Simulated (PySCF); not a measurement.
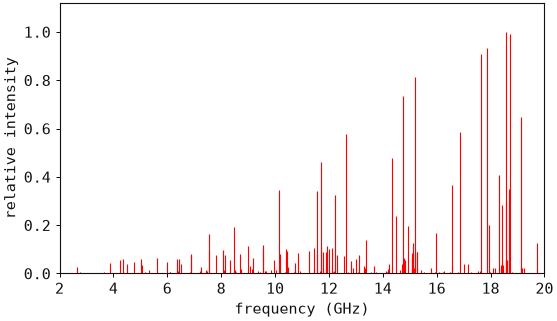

Simulated rotational absorption lines between 2 and 20 GHz at 2 K: rigid rotor with the equilibrium constants and dipole of one optimised conformer (PBE0-D3(BJ)/def2-SVP, PySCF), commonest isotopes; no centrifugal distortion, hyperfine structure, internal rotation or nuclear-spin weights; lines within 1 MHz of each other are summed.

Which molecule gives this spectrum?
A. BGeNH₆O, SMILES NB[O][GeH3], singlet
B. BGeH₃Cl₂, SMILES Cl[B](Cl)[GeH3], singlet
C. CH₆GeNOP, SMILES O=C[NH][GeH2][PH2], singlet
D. C₆H₁₆OSi (SiHMe2(OtBu)), SMILES [H][Si](C)(C)OC(C)(C)C

Option C. Rotational constants A, B, C = 3.390, 1.936, 1.392 GHz, |μa|, |μb|, |μc| = 0.02, 2.61, 1.37 D.

Note: coarse grid, loose stop and no frequency check, small forces are noise and the end may be a saddle.
